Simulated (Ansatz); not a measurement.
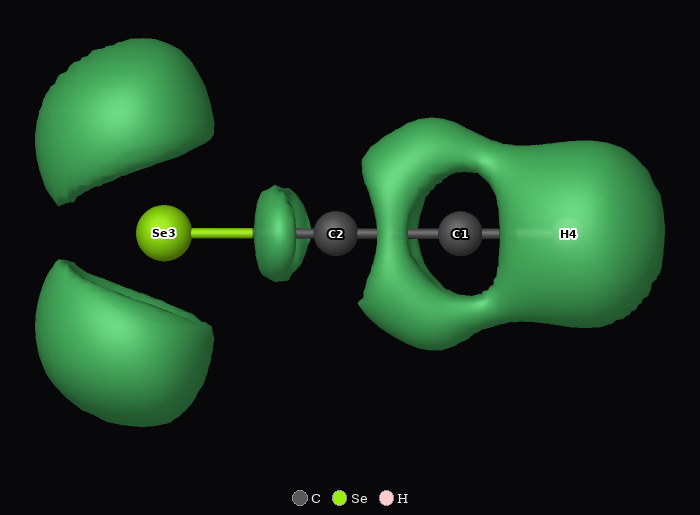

Figure. C₂HSe (SMILES [CH+]=C=[Se]) (charge +1). Isosurface of the ELF at 0.8 (green), seen from one side. Core shells and regions of very low density are left out.

Geometry: B3LYP/6-31G*.

All numbers below come from isolated molecule in a Gaussian basis; Kohn-Sham density functional theory, functional PBE0 in Ansatz.

| atom | x (Å) | y (Å) | z (Å) |
| --- | --- | --- | --- |
| C | 0.0000 | 0.0000 | -0.7880 |
| C | 0.0000 | 0.0000 | 0.4639 |
| Se | 0.0000 | 0.0000 | 2.1899 |
| H | 0.0000 | 0.0000 | -1.8658 |

### Where are the electrons localised?

The ELF exceeds this value in one region between bonded C–Se atoms (shared pairs), one region around a hydrogen nucleus and two lobes on Se, pointing away from the bonds (lone pairs, which may merge into one lobe).

Values along the shortest contacts:
C–C (1.25 Å): the ELF peaks at about 0.90 between the atoms; a short, multiple covalent bond. C–Se (1.73 Å): the ELF peaks at about 0.85 between the atoms: localised, covalent bonding.
